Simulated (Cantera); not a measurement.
Input: 1 mol Si, 0.26 mol O2, 1.4 mol H2, 1.3 mol CO2, 0.0017 mol N2, at 13300 Pa.

These are equilibrium values from Cantera (NASA tables, ideal gas, pure condensed phases), not measurements of a reactor. Candidate condensed phases: C, C6H6, C7H8, C8H18, H2O, Si, SiC, SiO2, Si2N2O, Si3N4; 151 gas species. Mutual solubility and eutectic melting of coexisting phases are not modelled. The tables hold silica as quartz up to 1696 K and as liquid above; real silica turns to tridymite and cristobalite and melts near 1996 K. Equilibrium is a limit: real reactors are often held back by kinetics, nucleation or transport.

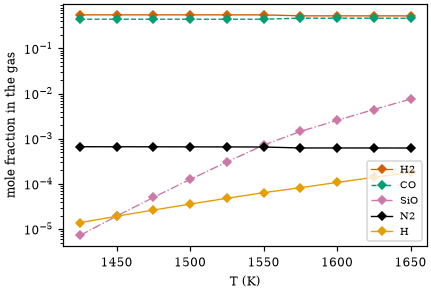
*Equilibrium gas composition (values under 1e-9 drawn at 1e-9)*

From 1425 K to 1550 K the condensed part is C(graphite) + SiO2(β-quartz). From 1575 K to 1650 K the condensed part is SiC(s) + SiO2(β-quartz). The main Si-bearing gas is SiO throughout.
